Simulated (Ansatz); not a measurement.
# Silicon, omega (AlB2-type) under LDA: structure, energy and stiffness

What does LDA give for silicon in the omega (AlB2-type) structure? We relax it, solve it on a dense k-mesh, then scale the cell to 7 volumes from 88 to 112 % of the relaxed one and try a fit of the equation of state. Spin polarisation is left out. The k-meshes are 8×8×12 for the relaxation; 11×11×16 for the dense run; 11×11×16 for the volumes.

Computed with Ansatz 0.2.0 (DFT LDA (PW92), plane waves (420 eV) with PAW, scalar-relativistic; PAW files made under PBE, frozen cores solved again for the functional, unless a step says otherwise).

## (1) The system as given

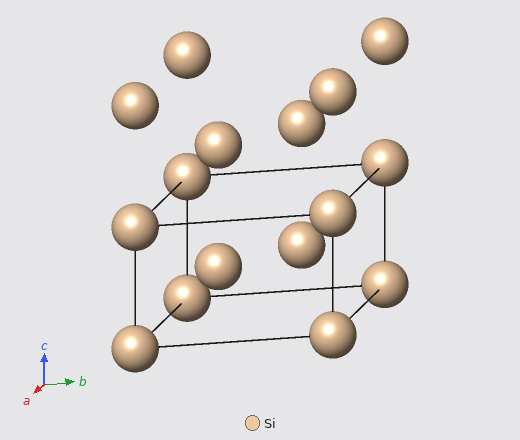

The structure, seen slightly off an axis (silicon light orange). 1×1×2 cells are drawn. Any atoms on the faces are drawn again on the opposite ones.

Structure file:

```
Si
1.0
     4.39430    0.00000    0.00000
    -2.19715    3.80557    0.00000
     0.00000    0.00000    2.69371
Si
3
Direct
  0.00000 0.00000 0.00000
  0.33333 0.66667 0.50000
  0.66667 0.33333 0.50000
```

## (2) Relaxing cell and atoms

File input.yaml:

```yaml
crystal:
  lattice:
    - [4.3942991671, 0.0, 0.0]
    - [-2.1971495836, 3.8055747106, 0.0]
    - [0.0, 0.0, 2.6937053894]
  atoms:
    - { symbol: Si, position: [0.0, 0.0, 0.0] }
    - { symbol: Si, position: [0.3333333333, 0.6666666667, 0.5] }
    - { symbol: Si, position: [0.6666666667, 0.3333333333, 0.5] }
hamiltonian:
  xc: lda
  pseudopotentials:
    kind: paw
    azcp:
      Si: "pseudopotentials/Si.paw.azcp"
basis:
  ecutwfc: 420
  fft_grid_basis: typed
kpoints:
  mp_grid: { grid: [8, 8, 12], shift: [0, 0, 0] }
magnetization:
  spin_polarized: false
scf:
  occupations: { method: fermi_dirac, width: 0.1 }
relax:
  max_steps: 60
  f_tol: 0.01
  cell: {}
```

What it wrote:

```text
Warning: <dir> the record states the generating functional pbe (its physics header spells it `PBE`), which answers neither for hamiltonian.xc's functional nor for the lda family's — results may be inconsistent (PPs are generated against a specific XC)
Warning: RAYON_NUM_THREADS=2 ignored (pool sized by the plan → 2); use --threads N
Engine: ansatz 0.2.0, aarch64-unknown-linux-gnu
Pseudopotentials: kind: paw
Pseudopotential: Si, paw, valence charge 4, recommended cutoff 420 eV (normal), <dir>
Functional definition: SPW92
  exchange = slater_x
  correlation = pw_c
Crystal: 3 atoms, lattice volume = 45.046 Å³
Basis set: ecut = 420 eV, 903 PW (Γ)
Bands: 10, of which v1, the nominal top of the filled ones, is band 6 counted from 1 (5 counted from 0)
Symmetry: 24 space group operations
Space group: P6/mmm (ITA 191), of the structure as read, at distance tolerance 3.6e-5 Å
k-points: 70 of 768
Non-local potential: Si, projectors of the file, l = 0: 2, l = 1: 2, l = 2: 2
PAW form: soft (Blöchl's): semilocal exchange-correlation on the pseudo side does not see the compensation charge
PAW frozen core: Si, regenerated for the run's functional, and the local potential with it (the file was generated under x = pbe(κ = 0.804, μ = 0.2195149727645171), c = pbe(β = 0.06672455060314922))
PAW one-centre angular grid: Si, 110 points (default); XC on 64 Gauss nodes
Initial density: superposition of atomic densities (neutral atoms: chi_scale 0, normalization atom), corrected by the library's trained network
Initial wavefunctions: pseudopotential atomic-orbital guess
Functional: x = slater, c = lda
SCF iter   1: F=—  HF=-1824.637185 eV  |F-HF|=—  |Δ(HF+E_count)|=         —  Δρ=4.53e-3  dr2=7.86e-3  ethr=1.77e-3  ⟨swp⟩=5.2  Hψ=11053  notcnv=0  defer=6
automatic band count: the SCF goes on with 14 bands, as 10 were too few: the levels above may hold too much charge
preconditioner: auto → none  [metal: Δε(μ)=0.026 eV  Ē_g=10.930 eV  σ=0.100 eV  W_gap=0.07  n_scr=6 (ndim 8)  ℏωp=19.2 eV  f_vac=0.000  D(μ)=1.60/eV (n_scr^D=8)  sad-step TF]
SCF iter   2: F=—  HF=-1824.635036 eV  |F-HF|=—  |Δ(HF+E_count)|=   2.15e-3  Δρ=2.67e-3  dr2=2.94e-3  ethr=6.55e-5  ⟨swp⟩=1.0  Hψ=1540  notcnv=0  defer=10
SCF iter   3: F=—  HF=-1824.633766 eV  |F-HF|=—  |Δ(HF+E_count)|=   1.27e-3  Δρ=1.30e-4  dr2=5.50e-6  ethr=2.45e-5  ⟨swp⟩=2.0  Hψ=1326  notcnv=0  defer=10
SCF iter   4: F=—  HF=-1824.633763 eV  |F-HF|=—  |Δ(HF+E_count)|=   3.38e-6  Δρ=1.55e-5  dr2=8.71e-8  ethr=4.58e-8  ⟨swp⟩=2.6  Hψ=1366  notcnv=0  defer=10
iter 5 did not close the SCF: its close was put off for the readings that it lacked (scf_convergence_deferred on its scf_iter line)
SCF iter   5: F=-1824.633763 eV  HF=-1824.633763 eV  |F-HF|=1.33e-9  |Δ(HF+E_count)|=   3.09e-8  Δρ=1.95e-6  dr2=2.04e-9  ethr=7.26e-10  ⟨swp⟩=2.6  Hψ=1344  notcnv=0  defer=10
SCF iter   6: F=-1824.633763 eV  HF=-1824.633763 eV  |F-HF|=3.41e-11  |Δ(HF+E_count)|=  6.20e-10  Δρ=2.67e-7  dr2=4.97e-11  ethr=1.70e-11  ⟨swp⟩=1.2  Hψ=2647  notcnv=0
SCF 1 converged in 6 iterations: F = -1824.633763 eV  dr2 = 4.97e-11
relax step   1: F+E_penalty+E_count = -1824.63376254 eV  Δ(F+E_penalty+E_count) = +0.000e0 eV  max|allowed force component| = 3.778e-17 eV/Å  Δτ_max = 0.0000 Å  P = -4.945 GPa  Ω = 45.046 Å³  (6 SCF iters, dr2 threshold 1.00e-7 eV, accepted)
Crystal: 3 atoms, lattice volume = 42.880 Å³
Basis set: ecut = 420 eV, 855 PW (Γ)
Bands: 14, of which v1, the nominal top of the filled ones, is band 6 counted from 1 (5 counted from 0)
Initial density: handed on by an earlier stage of this run
Initial wavefunctions: those handed on with the density
iter 1 solved again at ethr=1.24e-5 eV; its pass at ethr=3.10e-3 eV (dr2=1.49e-3 eV) is discarded
SCF iter   1: F=—  HF=-1824.688168 eV  |F-HF|=—  |Δ(HF+E_count)|=         —  Δρ=1.94e-3  dr2=1.55e-3  ethr=1.24e-5  ⟨swp⟩=1.7  Hψ=6771  notcnv=0
preconditioner: auto → none  [metal: Δε(μ)=0.063 eV  Ē_g=11.294 eV  σ=0.100 eV  W_gap=0.16  n_scr=6 (ndim 8)  ℏωp=19.6 eV  f_vac=0.000  D(μ)=1.52/eV (n_scr^D=8)]
SCF iter   2: F=—  HF=-1824.687605 eV  |F-HF|=—  |Δ(HF+E_count)|=   5.63e-4  Δρ=7.96e-4  dr2=2.45e-4  ethr=1.24e-5  ⟨swp⟩=1.0  Hψ=980  notcnv=0
SCF iter   3: F=—  HF=-1824.687503 eV  |F-HF|=—  |Δ(HF+E_count)|=   1.02e-4  Δρ=6.12e-5  dr2=9.31e-7  ethr=2.05e-6  ⟨swp⟩=2.0  Hψ=1396  notcnv=0
iter 4 did not close the SCF: its close was put off for the readings that it lacked (scf_convergence_deferred on its scf_iter line)
SCF iter   4: F=-1824.687503 eV  HF=-1824.687503 eV  |F-HF|=6.13e-9  |Δ(HF+E_count)|=   5.57e-8  Δρ=5.49e-6  dr2=1.32e-8  ethr=7.75e-9  ⟨swp⟩=2.4  Hψ=1462  notcnv=0
iter 5 did not close the SCF: its close was put off for the readings that it lacked (scf_convergence_deferred on its scf_iter line)
SCF iter   5: F=-1824.687503 eV  HF=-1824.687503 eV  |F-HF|=2.25e-11  |Δ(HF+E_count)|=   3.67e-9  Δρ=1.12e-6  dr2=3.08e-10  ethr=1.10e-10  ⟨swp⟩=2.1  Hψ=1378  notcnv=0
SCF iter   6: F=-1824.687503 eV  HF=-1824.687503 eV  |F-HF|=9.09e-13  |Δ(HF+E_count)|=  8.34e-11  Δρ=1.84e-7  dr2=8.12e-12  ethr=2.57e-12  ⟨swp⟩=1.0  Hψ=2615  notcnv=0
SCF 2 converged in 6 iterations: F = -1824.687503 eV  dr2 = 8.12e-12
relax step   2: F+E_penalty+E_count = -1824.68750336 eV  Δ(F+E_penalty+E_count) = -5.374e-2 eV  max|allowed force component| = 4.009e-17 eV/Å  Δτ_max = 0.0000 Å  P = -0.437 GPa  Ω = 42.880 Å³  energy of the carried Pulay correction = +6.670e-4 eV  (6 SCF iters, dr2 threshold 3.00e-7 eV, accepted)
Crystal: 3 atoms, lattice volume = 41.456 Å³
Basis set: ecut = 420 eV, 819 PW (Γ)
iter 1 solved again at ethr=7.11e-5 eV; its pass at ethr=3.10e-3 eV (dr2=8.53e-3 eV) is discarded
SCF iter   1: F=—  HF=-1824.711240 eV  |F-HF|=—  |Δ(HF+E_count)|=         —  Δρ=4.74e-3  dr2=9.14e-3  ethr=7.11e-5  ⟨swp⟩=1.4  Hψ=7013  notcnv=0
preconditioner: auto → none  [metal: Δε(μ)=0.046 eV  Ē_g=11.577 eV  σ=0.100 eV  W_gap=0.11  n_scr=6 (ndim 8)  ℏωp=20.0 eV  f_vac=0.000  D(μ)=1.24/eV (n_scr^D=6)]
SCF iter   2: F=—  HF=-1824.708014 eV  |F-HF|=—  |Δ(HF+E_count)|=   3.23e-3  Δρ=1.70e-3  dr2=1.13e-3  ethr=7.11e-5  ⟨swp⟩=1.0  Hψ=980  notcnv=0
SCF iter   3: F=—  HF=-1824.707578 eV  |F-HF|=—  |Δ(HF+E_count)|=   4.36e-4  Δρ=9.40e-5  dr2=2.09e-6  ethr=9.44e-6  ⟨swp⟩=2.0  Hψ=1381  notcnv=0
SCF iter   4: F=—  HF=-1824.707580 eV  |F-HF|=—  |Δ(HF+E_count)|=   2.17e-6  Δρ=1.54e-5  dr2=6.99e-8  ethr=1.75e-8  ⟨swp⟩=2.4  Hψ=1451  notcnv=0
iter 5 did not close the SCF: its close was put off for the readings that it lacked (scf_convergence_deferred on its scf_iter line)
SCF iter   5: F=-1824.707580 eV  HF=-1824.707580 eV  |F-HF|=1.05e-11  |Δ(HF+E_count)|=   1.13e-8  Δρ=1.88e-6  dr2=7.64e-10  ethr=5.82e-10  ⟨swp⟩=2.0  Hψ=1384  notcnv=0
SCF iter   6: F=-1824.707580 eV  HF=-1824.707580 eV  |F-HF|=2.73e-12  |Δ(HF+E_count)|=  9.69e-11  Δρ=2.11e-7  dr2=1.23e-11  ethr=6.37e-12  ⟨swp⟩=1.0  Hψ=2669  notcnv=0
SCF 3 converged in 6 iterations: F = -1824.707580 eV  dr2 = 1.23e-11
relax step   3: F+E_penalty+E_count = -1824.70757983 eV  Δ(F+E_penalty+E_count) = -2.008e-2 eV  max|allowed force component| = 5.243e-17 eV/Å  Δτ_max = 0.0000 Å  P = +3.514 GPa  Ω = 41.456 Å³  energy of the carried Pulay correction = +1.146e-3 eV  (6 SCF iters, dr2 threshold 3.00e-7 eV, accepted)
Crystal: 3 atoms, lattice volume = 42.377 Å³
iter 1 solved again at ethr=4.59e-6 eV; its pass at ethr=3.10e-3 eV (dr2=5.51e-4 eV) is discarded
SCF iter   1: F=—  HF=-1824.718557 eV  |F-HF|=—  |Δ(HF+E_count)|=         —  Δρ=1.20e-3  dr2=5.90e-4  ethr=4.59e-6  ⟨swp⟩=2.3  Hψ=6589  notcnv=0
preconditioner: auto → none  [metal: Δε(μ)=0.019 eV  Ē_g=11.404 eV  σ=0.100 eV  W_gap=0.05  n_scr=6 (ndim 8)  ℏωp=19.8 eV  f_vac=0.000  D(μ)=1.28/eV (n_scr^D=6)]
SCF iter   2: F=—  HF=-1824.718336 eV  |F-HF|=—  |Δ(HF+E_count)|=   2.21e-4  Δρ=4.59e-4  dr2=8.19e-5  ethr=4.59e-6  ⟨swp⟩=1.0  Hψ=980  notcnv=0
SCF iter   3: F=—  HF=-1824.718297 eV  |F-HF|=—  |Δ(HF+E_count)|=   3.98e-5  Δρ=3.41e-5  dr2=3.21e-7  ethr=6.83e-7  ⟨swp⟩=2.0  Hψ=1374  notcnv=0
iter 4 did not close the SCF: its close was put off for the readings that it lacked (scf_convergence_deferred on its scf_iter line)
SCF iter   4: F=-1824.718296 eV  HF=-1824.718296 eV  |F-HF|=2.82e-9  |Δ(HF+E_count)|=   1.04e-7  Δρ=3.34e-6  dr2=6.00e-9  ethr=2.67e-9  ⟨swp⟩=2.6  Hψ=1482  notcnv=0
iter 5 did not close the SCF: its close was put off for the readings that it lacked (scf_convergence_deferred on its scf_iter line)
SCF iter   5: F=-1824.718296 eV  HF=-1824.718296 eV  |F-HF|=7.82e-11  |Δ(HF+E_count)|=  8.87e-10  Δρ=8.17e-7  dr2=1.11e-10  ethr=5.00e-11  ⟨swp⟩=2.0  Hψ=1331  notcnv=0
SCF iter   6: F=-1824.718296 eV  HF=-1824.718296 eV  |F-HF|=2.27e-13  |Δ(HF+E_count)|=  8.62e-11  Δρ=7.07e-8  dr2=1.78e-12  ethr=1.00e-12  ⟨swp⟩=1.0  Hψ=2687  notcnv=0
SCF 4 converged in 6 iterations: F = -1824.718296 eV  dr2 = 1.78e-12
relax step   4: F+E_penalty+E_count = -1824.71829641 eV  Δ(F+E_penalty+E_count) = -1.072e-2 eV  max|allowed force component| = 4.318e-17 eV/Å  Δτ_max = 0.0000 Å  P = +0.954 GPa  Ω = 42.377 Å³  energy of the carried Pulay correction = +8.503e-4 eV  (6 SCF iters, dr2 threshold 3.00e-7 eV, accepted)
Crystal: 3 atoms, lattice volume = 42.867 Å³
iter 1 solved again at ethr=1.04e-5 eV; its pass at ethr=3.10e-3 eV (dr2=1.25e-3 eV) is discarded
SCF iter   1: F=—  HF=-1824.722222 eV  |F-HF|=—  |Δ(HF+E_count)|=         —  Δρ=1.74e-3  dr2=1.39e-3  ethr=1.04e-5  ⟨swp⟩=2.3  Hψ=6507  notcnv=0
preconditioner: auto → none  [metal: Δε(μ)=0.037 eV  Ē_g=11.333 eV  σ=0.100 eV  W_gap=0.09  n_scr=6 (ndim 8)  ℏωp=19.6 eV  f_vac=0.000  D(μ)=1.24/eV (n_scr^D=6)]
SCF iter   2: F=—  HF=-1824.721733 eV  |F-HF|=—  |Δ(HF+E_count)|=   4.89e-4  Δρ=6.06e-4  dr2=1.67e-4  ethr=1.04e-5  ⟨swp⟩=1.0  Hψ=980  notcnv=0
SCF iter   3: F=—  HF=-1824.721669 eV  |F-HF|=—  |Δ(HF+E_count)|=   6.44e-5  Δρ=3.05e-5  dr2=1.91e-7  ethr=1.39e-6  ⟨swp⟩=2.0  Hψ=1376  notcnv=0
iter 4 did not close the SCF: its close was put off for the readings that it lacked (scf_convergence_deferred on its scf_iter line)
SCF iter   4: F=-1824.721669 eV  HF=-1824.721669 eV  |F-HF|=9.08e-10  |Δ(HF+E_count)|=   6.51e-9  Δρ=5.14e-6  dr2=5.31e-9  ethr=1.59e-9  ⟨swp⟩=2.4  Hψ=1451  notcnv=0
iter 5 did not close the SCF: its close was put off for the readings that it lacked (scf_convergence_deferred on its scf_iter line)
SCF iter   5: F=-1824.721669 eV  HF=-1824.721669 eV  |F-HF|=1.46e-11  |Δ(HF+E_count)|=   2.10e-9  Δρ=4.78e-7  dr2=4.33e-11  ethr=4.43e-11  ⟨swp⟩=2.0  Hψ=1410  notcnv=0
SCF iter   6: F=-1824.721669 eV  HF=-1824.721669 eV  |F-HF|=9.09e-13  |Δ(HF+E_count)|=  1.96e-11  Δρ=3.55e-8  dr2=2.04e-13  ethr=1.00e-12  ⟨swp⟩=1.0  Hψ=2240  notcnv=0
SCF 5 converged in 6 iterations: F = -1824.721669 eV  dr2 = 2.04e-13
relax step   5: F+E_penalty+E_count = -1824.72166881 eV  Δ(F+E_penalty+E_count) = -3.372e-3 eV  max|allowed force component| = 8.635e-17 eV/Å  Δτ_max = 0.0000 Å  P = -0.031 GPa  Ω = 42.867 Å³  energy of the carried Pulay correction = +7.106e-4 eV  (6 SCF iters, dr2 threshold 3.00e-7 eV, accepted)
Crystal: 3 atoms, lattice volume = 42.833 Å³
iter 1 solved again at ethr=4.99e-7 eV; its pass at ethr=3.10e-3 eV (dr2=5.99e-5 eV) is discarded
SCF iter   1: F=—  HF=-1824.721939 eV  |F-HF|=—  |Δ(HF+E_count)|=         —  Δρ=3.91e-4  dr2=6.84e-5  ethr=4.99e-7  ⟨swp⟩=2.5  Hψ=6050  notcnv=0
preconditioner: auto → none  [metal: Δε(μ)=0.058 eV  Ē_g=11.335 eV  σ=0.100 eV  W_gap=0.14  n_scr=6 (ndim 8)  ℏωp=19.7 eV  f_vac=0.000  D(μ)=1.23/eV (n_scr^D=6)]
SCF iter   2: F=—  HF=-1824.721915 eV  |F-HF|=—  |Δ(HF+E_count)|=   2.39e-5  Δρ=1.36e-4  dr2=8.05e-6  ethr=4.99e-7  ⟨swp⟩=1.0  Hψ=980  notcnv=0
iter 3 did not close the SCF: its close was put off for the readings that it lacked (scf_convergence_deferred on its scf_iter line)
SCF iter   3: F=-1824.721912 eV  HF=-1824.721912 eV  |F-HF|=7.67e-10  |Δ(HF+E_count)|=   3.12e-6  Δρ=6.00e-6  dr2=5.76e-9  ethr=6.71e-8  ⟨swp⟩=2.0  Hψ=1346  notcnv=0
iter 4 did not close the SCF: its close was put off for the readings that it lacked (scf_convergence_deferred on its scf_iter line)
SCF iter   4: F=-1824.721912 eV  HF=-1824.721912 eV  |F-HF|=7.75e-11  |Δ(HF+E_count)|=  8.25e-10  Δρ=1.28e-6  dr2=2.42e-10  ethr=4.80e-11  ⟨swp⟩=2.1  Hψ=1324  notcnv=0
iter 5 did not close the SCF: its close was put off for the readings that it lacked (scf_convergence_deferred on its scf_iter line)
SCF iter   5: F=-1824.721912 eV  HF=-1824.721912 eV  |F-HF|=9.09e-13  |Δ(HF+E_count)|=  7.89e-11  Δρ=4.44e-8  dr2=5.55e-13  ethr=2.02e-12  ⟨swp⟩=1.0  Hψ=986  notcnv=0
SCF iter   6: F=-1824.721912 eV  HF=-1824.721912 eV  |F-HF|=2.27e-13  |Δ(HF+E_count)|=  4.55e-13  Δρ=6.94e-9  dr2=1.05e-14  ethr=1.00e-12  ⟨swp⟩=1.0  Hψ=2240  notcnv=0
SCF 6 converged in 6 iterations: F = -1824.721912 eV  dr2 = 1.05e-14
relax step   6: F+E_penalty+E_count = -1824.72191208 eV  Δ(F+E_penalty+E_count) = -2.433e-4 eV  max|allowed force component| = 8.018e-17 eV/Å  Δτ_max = 0.0000 Å  P = -0.004 GPa  Ω = 42.833 Å³  energy of the carried Pulay correction = +7.183e-4 eV  (6 SCF iters, dr2 threshold 3.00e-7 eV, accepted)
Initial wavefunctions: pseudopotential atomic-orbital guess (no wavefunctions were taken with the density)
iter 1 solved again at ethr=1.07e-8 eV; its pass at ethr=3.10e-3 eV (dr2=1.29e-6 eV) is discarded
SCF iter   1: F=—  HF=-1824.721589 eV  |F-HF|=—  |Δ(HF+E_count)|=         —  Δρ=3.79e-5  dr2=4.49e-8  ethr=1.07e-8  ⟨swp⟩=3.0  Hψ=8643  notcnv=0
preconditioner: auto → none  [metal: Δε(μ)=0.057 eV  Ē_g=11.335 eV  σ=0.100 eV  W_gap=0.14  n_scr=6 (ndim 8)  ℏωp=19.7 eV  f_vac=0.000  D(μ)=1.24/eV (n_scr^D=6)]
SCF iter   2: F=—  HF=-1824.721589 eV  |F-HF|=—  |Δ(HF+E_count)|=   1.94e-7  Δρ=1.90e-5  dr2=1.13e-8  ethr=3.74e-10  ⟨swp⟩=1.2  Hψ=991  notcnv=0
iter 3 did not close the SCF: its close was put off for the readings that it lacked (scf_convergence_deferred on its scf_iter line)
SCF iter   3: F=-1824.721589 eV  HF=-1824.721589 eV  |F-HF|=9.09e-13  |Δ(HF+E_count)|=   6.20e-8  Δρ=9.54e-8  dr2=2.95e-12  ethr=9.38e-11  ⟨swp⟩=1.4  Hψ=1123  notcnv=0
iter 4 did not close the SCF: its close was put off for the readings that it lacked (scf_convergence_deferred on its scf_iter line)
SCF iter   4: F=-1824.721589 eV  HF=-1824.721589 eV  |F-HF|=4.55e-13  |Δ(HF+E_count)|=  4.55e-13  Δρ=2.83e-8  dr2=9.72e-14  ethr=1.00e-12  ⟨swp⟩=1.0  Hψ=986  notcnv=0
iter 5 did not close the SCF: its close was put off for the readings that it lacked (scf_convergence_deferred on its scf_iter line)
SCF iter   5: F=-1824.721589 eV  HF=-1824.721589 eV  |F-HF|=1.59e-12  |Δ(HF+E_count)|=  1.14e-12  Δρ=5.61e-9  dr2=4.07e-15  ethr=1.00e-12  ⟨swp⟩=1.0  Hψ=980  notcnv=0
iter 6 did not close the SCF: its close was put off for the readings that it lacked (scf_convergence_deferred on its scf_iter line)
SCF iter   6: F=-1824.721589 eV  HF=-1824.721589 eV  |F-HF|=6.82e-13  |Δ(HF+E_count)|=  1.82e-12  Δρ=6.19e-10  dr2=1.65e-16  ethr=1.00e-12  ⟨swp⟩=1.0  Hψ=980  notcnv=0
SCF iter   7: F=-1824.721589 eV  HF=-1824.721589 eV  |F-HF|=0.00e0  |Δ(HF+E_count)|=  6.82e-13  Δρ=1.79e-10  dr2=6.21e-18  ethr=1.00e-12  ⟨swp⟩=2.0  Hψ=2519  notcnv=0
SCF 7 converged in 7 iterations: F = -1824.721589 eV  dr2 = 6.21e-18
relax step   7: F+E_penalty+E_count = -1824.72158889 eV  Δ(F+E_penalty+E_count) = +3.232e-4 eV  max|allowed force component| = 1.234e-16 eV/Å  Δτ_max = 0.0000 Å  P = -0.023 GPa  Ω = 42.833 Å³  stress off target by 2.43e-2 GPa  SCF on the basis re-selected at this cell (its energy is not comparable with the rows above)  (7 SCF iters)
basis re-selected at this cell: Δ(F+E_penalty+E_count) = +3.232e-4 eV, ΔP = -0.018 GPa vs the last step (what re-selecting the basis moved, of the pressure what is left beyond the Pulay correction that the steps carried, after the strain that the cell walked since its last selection, with what the two solves' SCF thresholds leave and, on support functions, any second-order correction that the steps lacked; it is no measure of the basis error at this ecutwfc). The dense FFT grid was sized anew with the basis: this SCF ran on 30×30×18 points, the steps before it on 30×30×20, so part of this shift can come from that change (see relax.cell in the input reference). This SCF's stress stands 2.43e-2 GPa from its target on what of the cell is left free (relax.cell.stress_tol is 5.00e-2 GPa) and its largest allowed force component is 1.23e-16 eV/Å (relax.f_tol is 1.00e-2 eV/Å): within both
SCF converged after 7 iterations
Free energy (F): -1824.721589 eV
Harris-Foulkes:  -1824.721589 eV  (|F-HF|=0.00e0)
Internal energy: -1824.679968 eV  (E = F + TS)
E sigma→0 (E₀):  -1824.700778 eV
Entropy (-TS):   -0.041621 eV (-13.874 meV/atom)
Fermi energy:    10.531135 eV
--- Per-component energies (eV) ---
  E_band       = 59.212490
  E_kinetic    = 125.082100
  E_local      = 3.726350  (includes V_loc(G=0)·N_el)
  E_nonlocal   = 79.923013
  E_hartree    = 1.630561
  E_xc         = -167.916252
  E_vxc        = -145.796693  (∫ρ·V_xc dr)
  E_paw        = -1456.646948  (= ΣΔE_a)
  E_vpaw       = -6.983423  (= ΣTr[D̂ρ^β])
  E_aug_tail   = 0.000020  (compensation charges beyond the density's cutoff)
  E_ewald      = -410.731804
  E_core_change = 0.252992  (= ΣΔE_core)
  E_smearing   = -0.041621  (= −TS)
  E_closure    = 0.000000  (closes the sum)
  Σ components = -1824.721589   (vs F -1824.721589, Δ=0.00e0)
--- Forces (eV/Å), atoms counted from 1 ---
  atom   1  Si    -0.00000000    -0.00000000     0.00000000
  atom   2  Si     0.00000000     0.00000000     0.00000000
  atom   3  Si    -0.00000000     0.00000000     0.00000000
  max |Σ_I F_I| component: 1.85e-17 eV/Å
--- Stress (GPa, compression-positive) ---
       -0.024297      -0.000000      -0.000000
       -0.000000      -0.024297       0.000000
       -0.000000       0.000000      -0.019807
  P = ⅓ Tr σ = -0.0228 GPa (-0.228 kbar)
--- Relaxed structure (6 steps of the walk, 6 accepted, 1 SCFs on fresh bases) ---
  F+E_penalty+E_count = -1824.72158889 eV   max|allowed force component| = 1.234e-16 eV/Å   (the final SCF, on the basis selected at the relaxed cell)
  cell:  # Å, volume = 42.8331 Å³
    - [4.418036749293475, 2.9023563516235092e-11, 0.0]
    - [-2.2090183746718726, 3.826132059726859, 0.0]
    - [0.0, 0.0, 2.53390479279524]
  atoms:
    - { symbol: Si, position: [-2.7994410349262325e-35, 1.8275155660959923e-35, 0.0] }
    - { symbol: Si, position: [0.3333333333333334, 0.6666666666666666, 0.5] }
    - { symbol: Si, position: [0.6666666666666667, 0.3333333333333333, 0.5] }
```

It took 8.9 s on 2 threads of an Arm CPU, shared host; peak memory 0.32 GiB.

The steps of the relaxation:

```tsv
step	energy change (meV/atom)	largest force (eV/Å)	pressure (GPa)	volume (Å³/atom)
1	0.00	0.0000	-4.94	15.015
2	-17.91	0.0000	-0.44	14.293
3	-24.61	0.0000	3.51	13.819
4	-28.18	0.0000	0.95	14.126
5	-29.30	0.0000	-0.03	14.289
6	-29.38	0.0000	0.00	14.278
7	-29.28	0.0000	-0.02	14.278
```

Steps that repeat a cell are solved on a basis chosen anew, so their changes of energy are no gain of the relaxation.

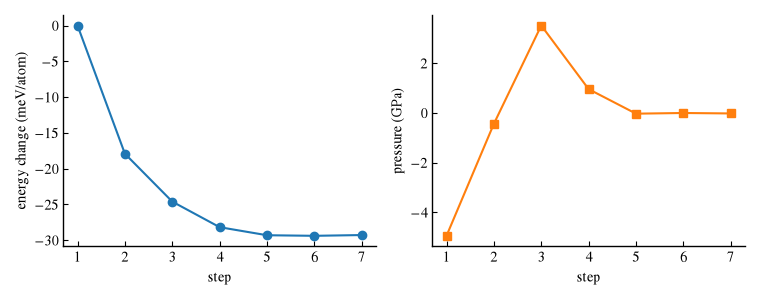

Energy and pressure over the accepted steps.

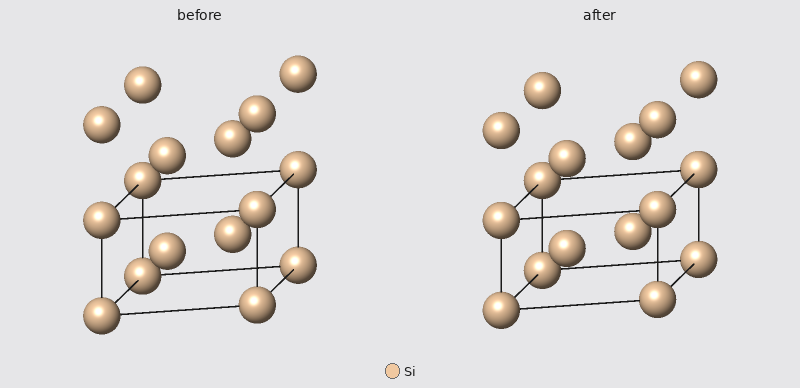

Before and after, at one scale. The cells drawn are those of the first picture.

The cell of the run, before and after:

|  | before | after | change |
| --- | --- | --- | --- |
| a (Å) | 4.394 | 4.418 | +0.5 % |
| b (Å) | 4.394 | 4.418 | +0.5 % |
| c (Å) | 2.694 | 2.534 | -5.9 % |
| volume (Å³/atom) | 15.015 | 14.278 | -4.9 % |
| shortest distance (Å) | 2.537 | 2.534 | -0.1 % |
| space group (spins left aside) | P6/mmm | P6/mmm | same |

[end of part 1 of 2]
